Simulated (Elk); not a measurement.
Band structure of Be (P6_3/mmc, 4 atoms in the cell).

```
Be
1.0
    2.32154     0.00000     0.00000
   -1.16077     2.01052     0.00000
    0.00000     0.00000     7.46958
Be
4
Direct
  0.00000   0.00000   0.00000
  0.00000   0.00000   0.50000
  0.33333   0.66667   0.25000
  0.66667   0.33333   0.75000
```

Computed with PBE, all-electron FP-LAPW, Elk's shipped species files, APW+lo basis with extra local orbitals run with Elk 10.2.4.

Settings: xctype = 20; rgkmax = 7.5; stype = 0; swidth = 0.00999582 Ha; ngridk = 16 16 5; gmaxvr = 14 1/bohr; nxlo = 2; lorbcnd = true; lmaxi = 3.

The starting cell was generated: these elements placed on a structure prototype, without a prior relaxation; it need not be a known phase or ordering of this composition. Its lattice was rescaled by a random factor within 2.5 % of one. Values depend on the basis (sphere radii, cutoffs, local orbitals), which need not be converged.

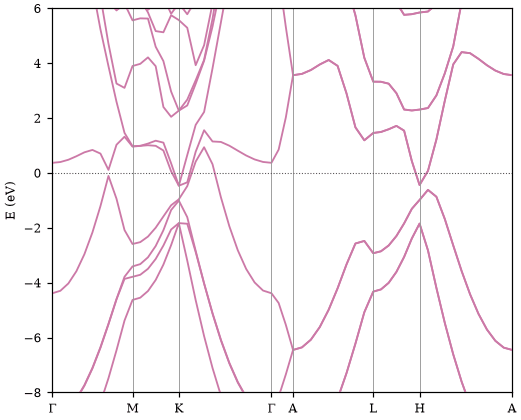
Fig. 1. Bands along the path, energies from the Fermi level.

Levels in eV from the Fermi level, bands 1 to 8:
| point | 1 | 2 | 3 | 4 | 5 | 6 | 7 | 8 |
|---|---|---|---|---|---|---|---|---|
| Γ | -10.90 | -8.89 | -8.87 | -4.38 | 0.37 | 9.24 | 9.24 | 15.16 |
| M | -4.63 | -3.78 | -3.40 | -2.59 | 0.96 | 0.98 | 3.90 | 5.56 |
| K | -1.83 | -1.83 | -1.01 | -0.96 | -0.46 | -0.46 | 2.27 | 2.27 |
| A | -10.39 | -10.39 | -6.45 | -6.45 | 3.56 | 3.56 | 15.37 | 15.37 |
| L | -4.32 | -4.32 | -2.92 | -2.92 | 1.46 | 1.46 | 3.33 | 3.33 |
| H | -1.84 | -1.84 | -0.98 | -0.98 | -0.44 | -0.44 | 2.31 | 2.31 |

Bands cross the Fermi level along this path, so the cell is metallic at this level.
